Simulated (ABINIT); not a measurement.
**A GW run on V2O5 (Pmmn) in ABINIT, with inputs changed**

A base run on V2O5 (Pmmn), then changed inputs.

Method: LDA and many-body steps on it, plane waves, in ABINIT 10.8.3.

### 1. The starting structure

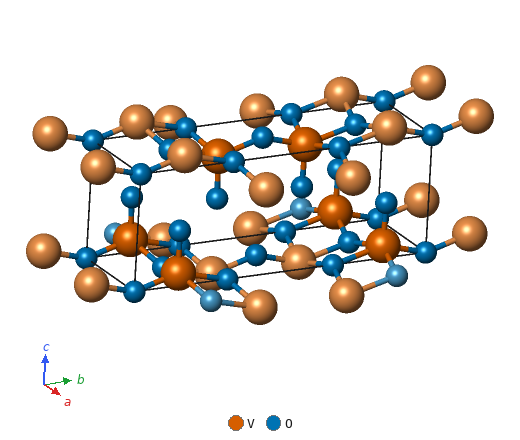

Start, viewed slightly off an axis; vanadium orange, oxygen blue. Some periodic images of atoms are drawn too.

The cell and positions come from the Crystallography Open Database and are kept as given unless a step says otherwise.

### 2. Screening, 2×1×2 mesh, 116 bands, screening to 87.1 eV

This step: ABINIT 10.8.3; RPA screening on LDA, plane waves, norm-conserving pseudopotentials.

The RPA dielectric matrix is built and inverted for each q.

run.abi

```
acell 3*1.0 Angstrom
rprim 
  3.564000000000 0.000000000000 0.000000000000
  0.000000000000 11.512000000000 0.000000000000
  0.000000000000 0.000000000000 4.368000000000
ntypat 2
znucl 23 8
natom 14
typat 1 1 1 1 2 2 2 2 2 2 2 2 2 2
xred 
  0.000000000000 0.851180000000 0.108300000000
  0.000000000000 0.148820000000 0.108300000000
  0.500000000000 0.351180000000 0.891700000000
  0.500000000000 0.648820000000 0.891700000000
  0.000000000000 0.854300000000 0.469000000000
  0.000000000000 0.145700000000 0.469000000000
  0.500000000000 0.354300000000 0.531000000000
  0.500000000000 0.645700000000 0.531000000000
  0.000000000000 0.681100000000 0.997000000000
  0.000000000000 0.318900000000 0.997000000000
  0.500000000000 0.181100000000 0.003000000000
  0.500000000000 0.818900000000 0.003000000000
  0.000000000000 0.000000000000 0.999000000000
  0.500000000000 0.500000000000 0.001000000000
pp_dirpath "pseudos"
pseudos "V.upf, O.upf"
ecut 38
ngkpt 2 1 2
nshiftk 1
shiftk 0 0 0
kptopt 1
chksymbreak 0
istwfk *1
occopt 1
irdwfk 1
optdriver 3
nband 116
ecuteps 3.2
inclvkb 2
awtr 1
symchi 1
indata_prefix "in"
outdata_prefix "out"
tmpdata_prefix "tmp"
```

Started as:

```
OMP_NUM_THREADS=1 mpirun -n 4 abinit run.abi > log
```

Output:

```text
.Version 10.8.3 of ABINIT. v10.8.2 released Aug 2026.

 Symmetries : space group Pm m n (# 59); Bravais oP (primitive ortho.)
[... echo of the input left out ...]
== DATASET  1 ==================================================================
-   mpi_nproc: 4, omp_nthreads: 1 (-1 if OMP is not activated)

--- !DatasetInfo
iteration_state: {dtset: 1, }
dimensions: {natom: 14, nkpt: 4, mband: 116, nsppol: 1, nspinor: 1, nspden: 1, mpw: 13557, }
cutoff_energies: {ecut:  38.0, pawecutdg:  -1.0, }
electrons: {nelect:   1.12000000E+02, charge:   0.00000000E+00, occopt:   1.00000000E+00, tsmear:   1.00000000E-02, }

 SCREENING: Calculation of the susceptibility and dielectric matrices

 Based on a program developped by R.W. Godby, V. Olevano, G. Onida, and L. Reining.
 Incorporated in ABINIT by V. Olevano, G.-M. Rignanese, and M. Torrent.
.Using double precision arithmetic ; gwpc =  8

[... cell and pseudopotentials left out ...]
--------------------------------------------------------------------------------

 ==== K-mesh for the wavefunctions ====
 Number of points in the irreducible wedge :     4
[... list of points left out ...]
 Together with  8 symmetry operations and time-reversal symmetry
 yields     4 points in the full Brillouin Zone.

 ==== Q-mesh for the screening function ====
 Number of points in the irreducible wedge :     4
[... list of points left out ...]
 Together with  8 symmetry operations and time-reversal symmetry
 yields     4 points in the full Brillouin Zone.

 setmesh: FFT mesh size selected  =    30x   80x   32
          total number of points  =        76800

 vcoul_init : cutoff-mode = AUXILIARY_FUNCTION
 q-points for optical limit:   1
     1)      0.000010    0.000020    0.000030

- screening: taking advantage of time-reversal symmetry
- Maximum band index for partially occupied states nbvw = 56
- Remaining bands to be divided among processors   nbcw = 60
- Number of bands treated by each node ~15

 Number of electrons calculated from density =  112.0000; Expected =  112.0000
 average of density, n =  0.092608
 r_s =    1.3712
 omega_plasma =   29.3549 [eV]

 calculating chi0 at frequencies [eV] :
  1    0.000000E+00    0.000000E+00
  2    0.000000E+00    2.935491E+01

--------------------------------------------------------------------------------
  q-point number  1        q = ( 0.000000, 0.000000, 0.000000) [r.l.u.]
--------------------------------------------------------------------------------
[... chi0 elements left out ...]
 For q-point:  0.000010 0.000020 0.000030
  dielectric constant =   4.1795
  dielectric constant without local fields =   6.5435

  Average fulfillment of the sum rule on Im[epsilon] for q-point    1 :     33.50  [%]
[... wings left out ...]
  q-point number  2        q = ( 0.500000, 0.000000, 0.000000) [r.l.u.]
--------------------------------------------------------------------------------
[... chi0 elements left out ...]
  Average fulfillment of the sum rule on Im[epsilon] for q-point    2 :     29.81  [%]

 [... 2 further q-points ...]
```

Wall time 74 s (4 MPI ranks of Arm Neoverse V2, shared host); peak memory 2.7 GiB.

Numbers from this step:

```yaml
eps_infinity_with_local_fields_on_this_mesh_along_the_program_s_q_direction: 4.179
the_same_without_local_fields: 6.543
plasma_frequency: 29.35 eV
plane_waves_in_the_screening_matrix: 335
```

Local fields lower ε∞ by 36 %. On a Γ-centred mesh this coarse the value itself is usually too large, while a short band sum pulls it down.

### 3. Base

The self-energy is evaluated for the states that the input lists, and the levels follow from it, in one-shot runs by the linearised quasiparticle equation.

This step: G0W0 on LDA, plane waves, norm-conserving pseudopotentials.

Changes to run.abi since step 2:

```diff
@@ -35,8 +35,19 @@
 irdwfk 1
-optdriver 3
+optdriver 4
 nband 116
+gwcalctyp 0
+ecutsigx 38
+symsigma 1
+nkptgw 3
+kptgw 
+  0.5000000000 0.0000000000 0.5000000000
+  0.0000000000 0.0000000000 0.0000000000
+  0.0000000000 0.0000000000 0.5000000000
+bdgw 
+  55 58
+  55 58
+  55 58
 ecuteps 3.2
-inclvkb 2
-awtr 1
-symchi 1
+irdscr 1
+ppmodel 1
 indata_prefix "in"
```

Output:

```text
.Version 10.8.3 of ABINIT. v10.8.2 released Aug 2026.

 Symmetries : space group Pm m n (# 59); Bravais oP (primitive ortho.)
[... echo of the input left out ...]
== DATASET  1 ==================================================================
-   mpi_nproc: 4, omp_nthreads: 1 (-1 if OMP is not activated)

--- !DatasetInfo
iteration_state: {dtset: 1, }
dimensions: {natom: 14, nkpt: 4, mband: 116, nsppol: 1, nspinor: 1, nspden: 1, mpw: 13557, }
cutoff_energies: {ecut:  38.0, pawecutdg:  -1.0, }
electrons: {nelect:   1.12000000E+02, charge:   0.00000000E+00, occopt:   1.00000000E+00, tsmear:   1.00000000E-02, }

 SIGMA: Calculation of the GW corrections

 Based on a program developped by R.W. Godby, V. Olevano, G. Onida, and L. Reining.
 Incorporated in ABINIT by V. Olevano, G.-M. Rignanese, and M. Torrent.
.Using double precision arithmetic ; gwpc =  8

[... cell and pseudopotentials left out ...]
--------------------------------------------------------------------------------

 ==== K-mesh for the wavefunctions ====
 Number of points in the irreducible wedge :     4
[... list of points left out ...]
 Together with  8 symmetry operations and time-reversal symmetry
 yields     4 points in the full Brillouin Zone.

 ==== Q-mesh for screening function ====
 Number of points in the irreducible wedge :     4
[... list of points left out ...]
 Together with  8 symmetry operations and time-reversal symmetry
 yields     4 points in the full Brillouin Zone.

 vcoul_init : cutoff-mode = AUXILIARY_FUNCTION
 q-points for optical limit:   1
     1)      0.000010    0.000020    0.000030
 setmesh: FFT mesh size selected  =    54x  144x   60
          total number of points  =       466560

 Number of electrons calculated from density =  112.0000; Expected =  112.0000
 average of density, n =  0.092608
 r_s =    1.3712
 omega_plasma =   29.3549 [eV]

 === KS Band Gaps ===
  >>>> For spin  1
   Minimum direct gap =   1.9989 [eV], located at k-point      :   0.0000  0.0000  0.5000
   Fundamental gap    =   1.7467 [eV], Top of valence bands at :   0.5000  0.0000  0.5000
                                       Bottom of conduction at :   0.0000  0.0000  0.0000
 SIGMA fundamental parameters:
 PLASMON POLE MODEL  1
 number of plane-waves for SigmaX                13557
 number of plane-waves for SigmaC and W            335
 number of plane-waves for wavefunctions         13557
 number of bands                                   116
 number of independent spin polarizations            1
 number of spinorial components                      1
 number of k-points in IBZ                           4
 number of q-points in IBZ                           4
 number of symmetry operations                       8
 number of k-points in BZ                            4
 number of q-points in BZ                            4
 number of frequencies for dSigma/dE                 9
 frequency step for dSigma/dE [eV]                0.25
 number of omega for Sigma on real axis              0
 max omega for Sigma on real axis  [eV]           0.00
 zcut for avoiding poles [eV]                     0.10

 EPSILON^-1 parameters (SCR file):
 dimension of the eps^-1 matrix on file            335
 dimension of the eps^-1 matrix used               335
 number of plane-waves for wavefunctions         13557
 number of bands                                   116
 number of q-points in IBZ                           4
 number of frequencies                               2
 number of real frequencies                          1
 number of imag frequencies                          1

 matrix elements of self-energy operator (all in [eV])

 Perturbative Calculation

--- !SelfEnergy_ee
iteration_state: {dtset: 1, }
kpoint     : [   0.500,    0.000,    0.500, ]
spin       : 1
KS_gap     :    2.323
QP_gap     :    4.521
Delta_QP_KS:    2.198
data: !SigmaeeData |
     Band     E0 <VxcDFT>   SigX SigC(E0)      Z dSigC/dE  Sig(E)    E-E0       E
       55   1.225 -19.952 -25.256   5.273   0.744  -0.343 -19.975  -0.023   1.203
       56   1.225 -19.952 -25.256   5.273   0.744  -0.343 -19.975  -0.023   1.203
       57   3.548 -22.349 -14.914  -4.532   0.749  -0.335 -20.174   2.176   5.723
       58   3.548 -22.349 -14.914  -4.532   0.749  -0.335 -20.174   2.176   5.723

--- !SelfEnergy_ee
iteration_state: {dtset: 1, }
kpoint     : [   0.000,    0.000,    0.000, ]
spin       : 1
KS_gap     :    2.384
QP_gap     :    4.600
Delta_QP_KS:    2.215
data: !SigmaeeData |
     Band     E0 <VxcDFT>   SigX SigC(E0)      Z dSigC/dE  Sig(E)    E-E0       E
       55   0.534 -19.378 -25.086   5.637   0.740  -0.351 -19.431  -0.053   0.481
       56   0.588 -19.769 -24.894   5.114   0.750  -0.334 -19.777  -0.008   0.579
[...]
--- !SelfEnergy_ee
iteration_state: {dtset: 1, }
kpoint     : [   0.000,    0.000,    0.500, ]
spin       : 1
KS_gap     :    1.999
QP_gap     :    4.252
Delta_QP_KS:    2.253
data: !SigmaeeData |
     Band     E0 <VxcDFT>   SigX SigC(E0)      Z dSigC/dE  Sig(E)    E-E0       E
[...]
56   1.103 -20.016 -25.252   5.164   0.744  -0.344 -20.069  -0.054   1.050
       57   3.102 -22.046 -14.143  -4.973   0.751  -0.332 -19.847   2.199   5.301
       58   3.267 -21.848 -14.517  -4.463   0.753  -0.328 -19.689   2.159   5.426

== END DATASET(S) ==============================================================
================================================================================

 -outvars: echo values of variables after computation  --------
           etotal      0.0000000000E+00
            nband         116
             nkpt           4
          spgroup          59
 [... the other variables as echoed above ...]

 Calculation completed.
```

Elapsed: 14 s, on 4 MPI ranks; peak memory 2.7 GiB; 54 s of CPU time.

Numbers from this step:

```
G0W0 gap on the points computed              : 3.976 eV
starting gap on the mesh                     : 1.747 eV
k of the valence top                         : 0.5, 0, 0.5
k of the conduction bottom                   : 0, 0, 0
Z at the valence top                         : 0.744
Z at the conduction bottom                   : 0.753
least direct G0W0 gap on the computed points : 4.251 eV
```

The gap on the mesh goes from 1.75 eV to 3.98 eV, a correction of +2.23 eV.

### 4. No symmetry in the self-energy

Changes to run.abi since step 3:

```diff
@@ -39,3 +39,3 @@
 ecutsigx 38
-symsigma 1
+symsigma 0
 nkptgw 3
```

Output:

```text
.Version 10.8.3 of ABINIT. v10.8.2 released Aug 2026.

 Symmetries : space group Pm m n (# 59); Bravais oP (primitive ortho.)
[... echo of the input left out ...]
== DATASET  1 ==================================================================
-   mpi_nproc: 4, omp_nthreads: 1 (-1 if OMP is not activated)

--- !DatasetInfo
iteration_state: {dtset: 1, }
dimensions: {natom: 14, nkpt: 4, mband: 116, nsppol: 1, nspinor: 1, nspden: 1, mpw: 13557, }
cutoff_energies: {ecut:  38.0, pawecutdg:  -1.0, }
electrons: {nelect:   1.12000000E+02, charge:   0.00000000E+00, occopt:   1.00000000E+00, tsmear:   1.00000000E-02, }

 SIGMA: Calculation of the GW corrections

 Based on a program developped by R.W. Godby, V. Olevano, G. Onida, and L. Reining.
 Incorporated in ABINIT by V. Olevano, G.-M. Rignanese, and M. Torrent.
.Using double precision arithmetic ; gwpc =  8

[... cell and pseudopotentials left out ...]
--------------------------------------------------------------------------------

 ==== K-mesh for the wavefunctions ====
 Number of points in the irreducible wedge :     4
[... list of points left out ...]
 Together with  8 symmetry operations and time-reversal symmetry
 yields     4 points in the full Brillouin Zone.

 ==== Q-mesh for screening function ====
 Number of points in the irreducible wedge :     4
[... list of points left out ...]
 Together with  8 symmetry operations and time-reversal symmetry
 yields     4 points in the full Brillouin Zone.

 vcoul_init : cutoff-mode = AUXILIARY_FUNCTION
 q-points for optical limit:   1
     1)      0.000010    0.000020    0.000030
 setmesh: FFT mesh size selected  =    54x  144x   60
          total number of points  =       466560

 Number of electrons calculated from density =  112.0000; Expected =  112.0000
[...]
number of plane-waves for wavefunctions         13557
 number of bands                                   116
 number of q-points in IBZ                           4
 number of frequencies                               2
 number of real frequencies                          1
 number of imag frequencies                          1

 matrix elements of self-energy operator (all in [eV])

 Perturbative Calculation

--- !SelfEnergy_ee
iteration_state: {dtset: 1, }
kpoint     : [   0.500,    0.000,    0.500, ]
spin       : 1
KS_gap     :    2.323
QP_gap     :    4.521
Delta_QP_KS:    2.198
data: !SigmaeeData |
     Band     E0 <VxcDFT>   SigX SigC(E0)      Z dSigC/dE  Sig(E)    E-E0       E
       55   1.225 -19.952 -25.256   5.273   0.744  -0.343 -19.975  -0.023   1.203
       56   1.225 -19.952 -25.256   5.273   0.744  -0.343 -19.975  -0.023   1.203
       57   3.548 -22.349 -14.914  -4.532   0.749  -0.335 -20.174   2.176   5.723
[...]
--- !SelfEnergy_ee
iteration_state: {dtset: 1, }
kpoint     : [   0.000,    0.000,    0.000, ]
spin       : 1
KS_gap     :    2.384
QP_gap     :    4.600
Delta_QP_KS:    2.215
data: !SigmaeeData |
     Band     E0 <VxcDFT>   SigX SigC(E0)      Z dSigC/dE  Sig(E)    E-E0       E
[...]
--- !SelfEnergy_ee
iteration_state: {dtset: 1, }
kpoint     : [   0.000,    0.000,    0.500, ]
spin       : 1
KS_gap     :    1.999
QP_gap     :    4.252
Delta_QP_KS:    2.253
data: !SigmaeeData |
     Band     E0 <VxcDFT>   SigX SigC(E0)      Z dSigC/dE  Sig(E)    E-E0       E
[...]
57   3.102 -22.046 -14.143  -4.973   0.751  -0.332 -19.847   2.199   5.301
       58   3.267 -21.848 -14.517  -4.463   0.753  -0.328 -19.689   2.159   5.426

== END DATASET(S) ==============================================================
================================================================================

 -outvars: echo values of variables after computation  --------
           etotal      0.0000000000E+00
            nband         116
             nkpt           4
          spgroup          59
 [... the other variables as echoed above ...]

 Calculation completed.
```

Elapsed: 14 s, on 4 MPI ranks; peak memory 2.6 GiB.

Numbers from this step:

| Item | Value |
| --- | --- |
| G0W0 gap on the points computed | 3.976 eV |
| starting gap on the mesh | 1.747 eV |
| k of the valence top | 0.5, 0, 0.5 |
| k of the conduction bottom | 0, 0, 0 |
| Z at the valence top | 0.744 |
| Z at the conduction bottom | 0.753 |
| least direct G0W0 gap on the computed points | 4.251 eV |

Against G0W0 in ABINIT (2×1×2 mesh, 116 bands, screening to 87.1 eV, Godby-Needs plasmon pole), the gap moves by +0.000 eV.

### 5. Scissors in G

Changes to run.abi since step 4:

```diff
@@ -39,3 +39,3 @@
 ecutsigx 38
-symsigma 0
+symsigma 1
 nkptgw 3
@@ -52,2 +52,3 @@
 ppmodel 1
+mbpt_sciss 0.5 eV
 indata_prefix "in"
```

Output:

```text
.Version 10.8.3 of ABINIT. v10.8.2 released Aug 2026.

 Symmetries : space group Pm m n (# 59); Bravais oP (primitive ortho.)
[... echo of the input left out ...]
== DATASET  1 ==================================================================
-   mpi_nproc: 4, omp_nthreads: 1 (-1 if OMP is not activated)

--- !DatasetInfo
iteration_state: {dtset: 1, }
dimensions: {natom: 14, nkpt: 4, mband: 116, nsppol: 1, nspinor: 1, nspden: 1, mpw: 13557, }
cutoff_energies: {ecut:  38.0, pawecutdg:  -1.0, }
electrons: {nelect:   1.12000000E+02, charge:   0.00000000E+00, occopt:   1.00000000E+00, tsmear:   1.00000000E-02, }

 SIGMA: Calculation of the GW corrections

 Based on a program developped by R.W. Godby, V. Olevano, G. Onida, and L. Reining.
 Incorporated in ABINIT by V. Olevano, G.-M. Rignanese, and M. Torrent.
.Using double precision arithmetic ; gwpc =  8

[... cell and pseudopotentials left out ...]
--------------------------------------------------------------------------------

 ==== K-mesh for the wavefunctions ====
 Number of points in the irreducible wedge :     4
[... list of points left out ...]
 Together with  8 symmetry operations and time-reversal symmetry
 yields     4 points in the full Brillouin Zone.

 ==== Q-mesh for screening function ====
 Number of points in the irreducible wedge :     4
[... list of points left out ...]
 Together with  8 symmetry operations and time-reversal symmetry
 yields     4 points in the full Brillouin Zone.

 vcoul_init : cutoff-mode = AUXILIARY_FUNCTION
 q-points for optical limit:   1
     1)      0.000010    0.000020    0.000030
 setmesh: FFT mesh size selected  =    54x  144x   60
          total number of points  =       466560

 Number of electrons calculated from density =  112.0000; Expected =  112.0000
[...]
number of plane-waves for wavefunctions         13557
 number of bands                                   116
 number of q-points in IBZ                           4
 number of frequencies                               2
 number of real frequencies                          1
 number of imag frequencies                          1

 matrix elements of self-energy operator (all in [eV])

 Perturbative Calculation

--- !SelfEnergy_ee
iteration_state: {dtset: 1, }
kpoint     : [   0.500,    0.000,    0.500, ]
spin       : 1
KS_gap     :    2.323
QP_gap     :    4.612
Delta_QP_KS:    2.289
data: !SigmaeeData |
     Band     E0 <VxcDFT>   SigX SigC(E0)      Z dSigC/dE  Sig(E)    E-E0       E
       55   1.225 -19.952 -25.256   5.295   0.745  -0.342 -19.959  -0.006   1.219
       56   1.225 -19.952 -25.256   5.295   0.745  -0.342 -19.959  -0.006   1.219
       57   3.548 -22.349 -14.914  -4.560   0.750  -0.333 -20.067   2.283   5.831
[...]
--- !SelfEnergy_ee
iteration_state: {dtset: 1, }
kpoint     : [   0.000,    0.000,    0.000, ]
spin       : 1
KS_gap     :    2.384
QP_gap     :    4.693
Delta_QP_KS:    2.308
data: !SigmaeeData |
     Band     E0 <VxcDFT>   SigX SigC(E0)      Z dSigC/dE  Sig(E)    E-E0       E
[...]
--- !SelfEnergy_ee
iteration_state: {dtset: 1, }
kpoint     : [   0.000,    0.000,    0.500, ]
spin       : 1
KS_gap     :    1.999
QP_gap     :    4.345
Delta_QP_KS:    2.346
data: !SigmaeeData |
     Band     E0 <VxcDFT>   SigX SigC(E0)      Z dSigC/dE  Sig(E)    E-E0       E
[...]
57   3.102 -22.046 -14.143  -4.996   0.751  -0.331 -19.737   2.309   5.411
       58   3.267 -21.848 -14.517  -4.490   0.754  -0.326 -19.583   2.265   5.532

== END DATASET(S) ==============================================================
================================================================================

 -outvars: echo values of variables after computation  --------
           etotal      0.0000000000E+00
            nband         116
             nkpt           4
          spgroup          59
 [... the other variables as echoed above ...]

 Calculation completed.
```

Elapsed: 14 s, on 4 MPI ranks; peak memory 2.7 GiB.

Numbers from this step:

- G0W0 gap on the points computed: 4.069 eV
- starting gap on the mesh: 1.747 eV
- k of the valence top: 0.5, 0, 0.5
- k of the conduction bottom: 0, 0, 0
- Z at the valence top: 0.745
- Z at the conduction bottom: 0.754
- least direct G0W0 gap on the computed points: 4.345 eV

(Part 1 of 3 ends here.)

[Paths, hosts, dates, memory and timing lines, banners, echoed tables and standing remarks are left out of the program output.]

[Logs are printed without paths, hosts, clocks, repeated set-up lines and the standing remarks that a program may print on its own settings, such as how far it seeks lower states.]

[Runs of the session that timed out or met a known fault of the program may be left out.]

[Hosts, paths, dates, database ids (printed as entryN), source tags and the programs' standing remarks are cut or masked in the printed files.]

[G0W0 gaps are taken among the corrected bands and points alone; a level outside them can change the order at an edge.]

[Where Ansatz stands beside ABINIT at settings called matched, ABINIT's density can come from a denser mesh and the files from another edition; pairs whose starting gaps differed by over 0.03 eV were left out, so agreement reads better than it is.]
